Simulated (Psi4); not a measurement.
**Two attempts at C2H2FO+ (SMILES [O+]#CCF)**

Aim: a single-point energy of C2H2FO+ at HF/d-aug-cc-pVDZ (density fitting).

Program for the calculation: Psi4 1.11.

1 further run of the same task is left out (set aside as unsound or not needed).

## 1. Starting point

C2H2FO+ has 6 atoms, charge +1, and is taken as a singlet. As SMILES, `[O+]#CCF`. The shape is that of a GFN2-xTB optimisation.

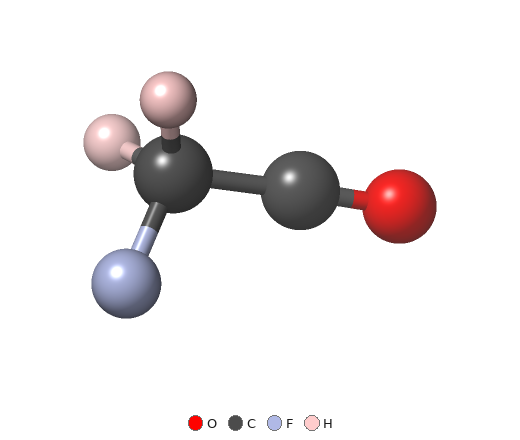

Viewed from a chosen angle; oxygen red, carbon dark grey, fluorine light blue, hydrogen pink.

## 2. The input as first written

job.inp

```
memory 1.6 GB

molecule geom {
  1 2
  O     -1.265800    -1.593990     0.417170
  C     -0.611290    -0.722430     0.216160
  C      0.249990     0.369390    -0.063400
  F      1.209080     0.002270    -0.941840
  H      0.742170     0.725860     0.870880
  H     -0.324150     1.218910    -0.498970
}

set globals {
  basis d-aug-cc-pVDZ
  reference rhf
}

E, wfn = energy('scf', return_wfn=True)
print_variables()
```

Started as:

```
$ psi4 job.inp job.out -n 1
```

job.out:

```text
Psi4 1.11 release

qcelemental.exceptions.ValidationError: Inconsistent or unspecified chg/mult: sys chg: None, frag chg: [1.0], sys mult: None, frag mult: [2]

Printing out the relevant lines from the Psithon --> Python processed input file:
    from psi4.driver.wrapper_database import database, db, DB_RGT, DB_RXN
    from psi4.driver.wrapper_autofrag import auto_fragments
    psi4_io = core.IOManager.shared_object()
    core.set_memory_bytes(1600000000)

--> geom = geometry("""
      1 2
      O     -1.265800    -1.593990     0.417170
      C     -0.611290    -0.722430     0.216160
      C      0.249990     0.369390    -0.063400
      F      1.209080     0.002270    -0.941840

!----------------------------------------------------------------------------------!
!                                                                                  !
!  Inconsistent or unspecified chg/mult: sys chg: None, frag chg: [1.0], sys mult: !
!     None, frag mult: [2]                                                         !
!                                                                                  !
!----------------------------------------------------------------------------------!

    Psi4 run time: 0:00:00.00
```

Run time: 0.92 s. Hardware: 1 thread of Intel Xeon Platinum 8488C (Sapphire Rapids), shared host; peak memory 0.13 GiB.

## 3. Diagnosis

The input was rejected.

The telling line is `qcelemental.exceptions.ValidationError: Inconsistent or unspecified chg/mult: sys chg: None, frag chg: [1.0], sys mult: None, frag mult: [2]`. Cause: the spin state typed doesn't suit the molecule. To mend it: multiplicity 1 in place of 2.

## 4. The mended input

job.dat

```
memory 1.6 GB

molecule {
  1 1
  O     -1.265800    -1.593990     0.417170
  C     -0.611290    -0.722430     0.216160
  C      0.249990     0.369390    -0.063400
  F      1.209080     0.002270    -0.941840
  H      0.742170     0.725860     0.870880
  H     -0.324150     1.218910    -0.498970
}

set basis d-aug-cc-pVDZ
set reference rhf

energy('hf')
print_variables()
```

Started as:

```
$ psi4 -n 1 job.dat job.out
```

job.out:

```text
[...]
  Running in c1 symmetry.
[...]
  Nuclear repulsion =  108.357207028323501
[...]
  Multiplicity = 1
[...]
  Nalpha       = 15
  Nbeta        = 15
[...]
    Number of basis functions: 154
[...]
   @DF-RHF iter   1:  -250.80445765539255   -3.53490e-01   2.76810e-03 ADIIS/DIIS
[...]
   @DF-RHF iter   8:  -250.89922375113423   -2.22299e-07   9.62728e-07 DIIS
[...]
    Orbital Energies [Eh]
    ---------------------
    Doubly Occupied:
       1A    -26.572710     2A    -21.012890     3A    -11.744209
       4A    -11.644063     5A     -1.883405     6A     -1.856418
       7A     -1.354900     8A     -1.100849     9A     -1.040473
      10A     -1.009276    11A     -0.994269    12A     -0.945617
      13A     -0.930288    14A     -0.862004    15A     -0.807472
[...]
  @DF-RHF Final Energy:  -250.89922375113423
   => Energetics <=
    Nuclear Repulsion Energy =            108.3572070283235007
    One-Electron Energy =                -550.9952782990449123
    Two-Electron Energy =                 191.7388475195871820
    Total Energy =                       -250.8992237511342296
[...]
 Multipole Moments:
 ------------------------------------------------------------------------------------
     Multipole            Electronic (a.u.)      Nuclear  (a.u.)        Total (a.u.)
 ------------------------------------------------------------------------------------
 L = 1.  Multiply by 2.5417464519 to convert [e a0] to [Debye]
 Dipole X            :         -0.0160594           -0.7365261           -0.7525855
 Dipole Y            :         -1.4777961            2.2389591            0.7611630
 Dipole Z            :         -0.5203412            1.3774814            0.8571401
 Magnitude           :                                                    1.3712926
[...]
```

Wall time 2.2 s (1 thread of Intel Xeon Platinum 8488C (Sapphire Rapids), shared host); peak memory 0.26 GiB.

## 5. What came out

Level: HF/d-aug-cc-pVDZ (density fitting).

| quantity | value |
| --- | --- |
| total energy | -250.89922 Eh |
| HOMO energy | -21.97 eV |
| LUMO energy | -5.13 eV |
| HOMO–LUMO gap | 16.84 eV |
